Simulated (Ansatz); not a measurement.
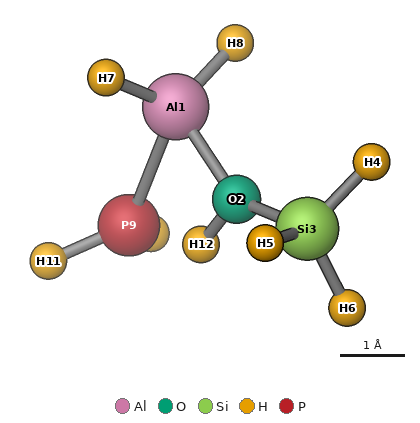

Fig. 1: The structure (ball-and-stick view, seen at a tilt; atoms are numbered from 1 in the order of the input). Sticks mark near contacts. Bond lengths as drawn: Al–H 1.58 Å, Al–O 1.87 Å, Al–P 2.47 Å, H–O 1.25 Å, H–P 1.40 Å, H–Si 1.48 Å and O–Si 1.67 Å.

**AlSiPH₈O: frequency calculation**

- system: AlSiPH₈O
- method: RHF/def2-SVP (Ansatz 0.2.0)

It belongs to a series of runs on one base structure; here: vibrations at the highest image of the band. Figures and captions count atoms from 1; the log counts them from 0 in places.

**Input file**
```yaml
crystal:
  periodic: [false, false, false]
  atoms:
    - { symbol: Al, position_ang: [-0.038041, 0.30886, 0.07829] }
    - { symbol: O, position_ang: [-0.584507, 0.262126, 1.868681] }
    - { symbol: Si, position_ang: [-1.215061, -0.728702, 3.054967] }
    - { symbol: H, position_ang: [-2.231057, -1.619474, 2.45741] }
    - { symbol: H, position_ang: [-0.140987, -1.54186, 3.661819] }
    - { symbol: H, position_ang: [-1.833024, 0.127975, 4.088217] }
    - { symbol: H, position_ang: [1.290729, -0.520064, -0.134177] }
    - { symbol: H, position_ang: [-1.276074, 0.221598, -0.899906] }
    - { symbol: P, position_ang: [0.380942, 2.601845, 0.885214] }
    - { symbol: H, position_ang: [-0.374619, 3.707513, 0.48394] }
    - { symbol: H, position_ang: [1.661583, 3.123009, 1.092292] }
    - { symbol: H, position_ang: [-0.264584, 1.469273, 1.96575] }
basis:
  gaussian: { orbitals: def2-SVP }
hamiltonian:
  xc: hf
phonons: {}
```

Launch command:
```bash
ansatz run input.yaml --threads 2 --pin off --max-ram 3072MiB --backend cpu --events-out ev --progress --plain --runs-dir out
```

**The program's output**
```
Engine: ansatz 0.2.0, x86_64-unknown-linux-gnu
Functional definition: HF
  exchange = exact_x
  correlation = 0
1098 factors; integrals over basis functions are off by at most 3.1e-4 eV
mean field evaluation 1: about -25869.6029 eV, gradient 3.2e1 eV
mean field evaluation 2: about -25869.6052 eV, gradient 3.2e1 eV
mean field evaluation 4: about -25872.3318 eV, gradient 3.5e0 eV
mean field evaluation 8: about -25872.3818 eV, gradient 2.8e-2 eV
mean field -25872.38176122 eV, -950.7924927946 hartree, gradient 1.5e-5 eV, S^2 0.000000; 0 other end points of the search recorded, 0 dependent functions left out
the calculation of the forces begins
reference -25872.38176122 eV, -950.7924927946 hartree; 29, 29 occupied and 79, 79 virtual orbitals, 1098 factors
these checks for a lower state are left out or cut short: stability, starts, cluster_reference, orbital_swaps, neighbouring_geometries, increment
1098 factors; integrals over basis functions are off by at most 3.1e-4 eV
mean field -25872.38168659 eV, -950.7924900521 hartree, gradient 6.1e-6 eV, S^2 0.000000; 0 other end points of the search recorded, 0 dependent functions left out
[... from here on the field's lines of each further geometry are left out, up to the last ...]
the calculation of the forces begins
reference -25872.38175149 eV, -950.7924924370 hartree; 29, 29 occupied and 79, 79 virtual orbitals, 1098 factors
these checks for a lower state are left out or cut short: stability, starts, cluster_reference, orbital_swaps, neighbouring_geometries, increment
1098 factors; integrals over basis functions are off by at most 3.1e-4 eV
mean field -25872.38171834 eV, -950.7924912187 hartree, gradient 1.7e-6 eV, S^2 0.000000; 0 other end points of the search recorded, 0 dependent functions left out
the calculation of the forces begins
reference -25872.38171834 eV, -950.7924912187 hartree; 29, 29 occupied and 79, 79 virtual orbitals, 1098 factors
WARN: phonons: modes at or below zero, which the zero-point energy, F, S and C_V leave out: 2, the lowest at -1733.13 cm⁻¹. A minimum has none, and a first-order saddle one
Total energy: -25872.38176122 eV, -950.7924927946 hartree
Atom 0 at    -0.038041     0.308860     0.078290 Å, force    -0.000250     0.003389    -0.001420 eV/Å
Atom 1 at    -0.584507     0.262126     1.868681 Å, force     0.002463    -0.000678    -0.007278 eV/Å
Atom 2 at    -1.215061    -0.728702     3.054967 Å, force    -0.001300     0.000753     0.003336 eV/Å
Atom 3 at    -2.231057    -1.619474     2.457410 Å, force     0.001604    -0.001052    -0.000082 eV/Å
Atom 4 at    -0.140987    -1.541860     3.661819 Å, force    -0.000153     0.002554     0.002307 eV/Å
Atom 5 at    -1.833024     0.127975     4.088217 Å, force    -0.001790     0.000026    -0.000684 eV/Å
Atom 6 at     1.290729    -0.520064    -0.134177 Å, force     0.000760    -0.000773    -0.001601 eV/Å
Atom 7 at    -1.276074     0.221598    -0.899906 Å, force    -0.000644     0.000928     0.000455 eV/Å
Atom 8 at     0.380942     2.601845     0.885214 Å, force     0.002113    -0.002617    -0.002470 eV/Å
Atom 9 at    -0.374619     3.707513     0.483940 Å, force    -0.000142     0.000413     0.001656 eV/Å
Atom 10 at     1.661583     3.123009     1.092292 Å, force    -0.000306     0.000106    -0.000850 eV/Å
Atom 11 at    -0.264584     1.469273     1.965750 Å, force    -0.002355    -0.003049     0.006631 eV/Å
Dipole moment:    -0.045107     0.250893     0.383589 e Å
Vibrations: -1733.13 -24.28 86.18 131.99 283.01 310.10 325.76 364.79 492.79 547.47 585.86 609.54 735.51 790.63 813.72 820.83 974.70 1036.13 1047.33 1089.23 1151.37 1187.99 1609.30 2006.06 2013.33 2352.36 2355.15 2371.13 2631.68 2646.17 cm⁻¹, zero-point energy 1.944698 eV
```

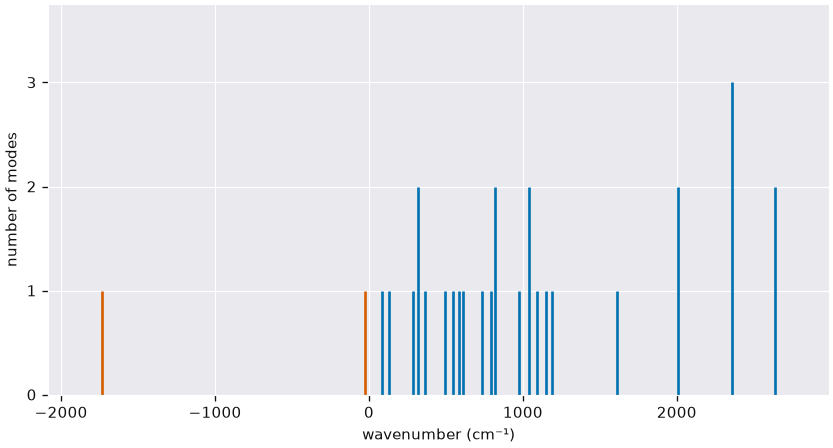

Fig. 2: Harmonic vibrational wavenumbers from the force constants; neighbouring modes closer than 20 cm⁻¹ are counted in one stick, and imaginary ones are drawn at negative wavenumbers. 30 modes from 1733i to 2646 cm⁻¹, 2 imaginary beyond 8i (1733i, 24i cm⁻¹): not a minimum.

**Summary**

```csv
quantity,value
outcome,converged
total energy,−25872.3818 eV
mean-field energy,−25872.3818 eV
largest force (length of the vector),0.008 eV/Å
hardware,"2 threads of Intel Xeon @ 2.50GHz (Skylake/Cascade Lake), 32 GiB of memory available, shared host"
wall time,97 s (CPU time 3.1 min)
peak memory,0.24 GiB
```
